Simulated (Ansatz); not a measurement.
| atom | x (Å) | y (Å) | z (Å) |
| --- | --- | --- | --- |
| C | 1.2396 | -1.1495 | -1.4372 |
| B | 0.3922 | -0.4768 | -0.3080 |
| H | -0.2058 | -1.1991 | 0.5922 |
| H | 1.7222 | -2.0962 | -1.1374 |
| H | 0.7254 | -0.6127 | 0.9411 |
| H | 0.6154 | -1.3614 | -2.3232 |
| H | 2.0348 | -0.4689 | -1.7895 |

Geometry: r2SCAN-D4/def2-SVP.

These are results of isolated molecule in a Gaussian basis; Kohn-Sham density functional theory, functional PBE0 (Ansatz 0.2.0), not measurements.

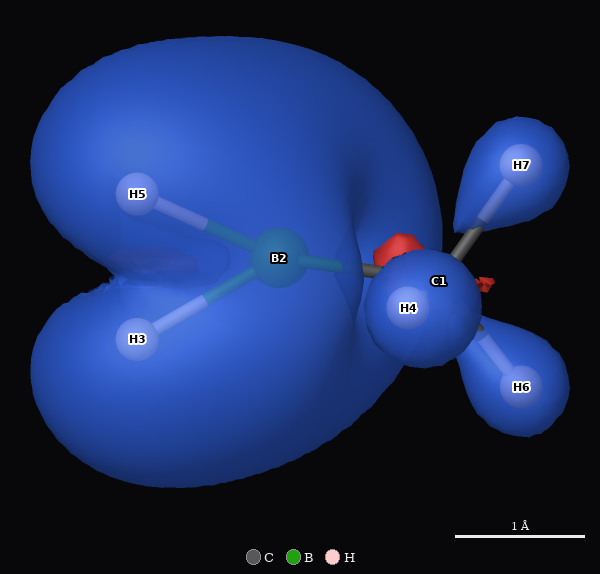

CH$_{5}$B (SMILES BC) (triplet). Isosurfaces of the spin density at +0.02 (blue) and −0.02 e/Å³ (red), seen at a tilt.

### Describe the spin distribution.

The unpaired spin (2 electrons) lies mostly on B2 (about 1.3), H3 (about 0.3), H5 (about 0.3) and C1 (about 0.1), in electrons by Hirshfeld's partition.
